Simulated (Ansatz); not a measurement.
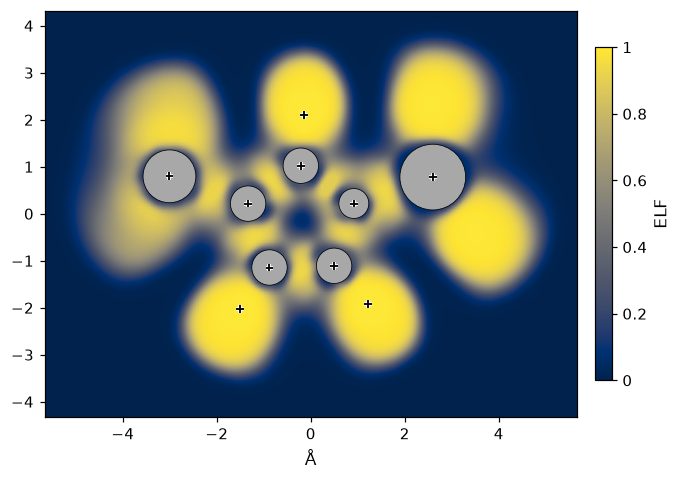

The ELF on a plane through atoms (crosses mark nuclei in the plane; grey discs cover the cores).

All numbers below come from Ansatz, isolated molecule in a Gaussian basis; Kohn-Sham density functional theory, functional PBE0.

Candidates:
A. C$_{4}$H$_{7}$NSSi (SMILES [SiH3]n1ccc(S)c1)
B. AlH$_{3}$NO (SMILES [NH][AlH][OH]) (doublet)
C. GeH$_{9}$NSi$_{2}$ (SMILES N[SiH2][GeH2][SiH3])

Q: Which candidate gave the map?

A: Candidate A: C$_{4}$H$_{7}$NSSi on the plane of atoms C2, C1 and H11, which holds C, N, S, Si and H. C–C (1.38 Å): the ELF peaks at about 0.95 between the atoms; localised, covalent bonding. C–N (1.38 Å): the ELF peaks at about 0.90 between the atoms: localised, covalent bonding.
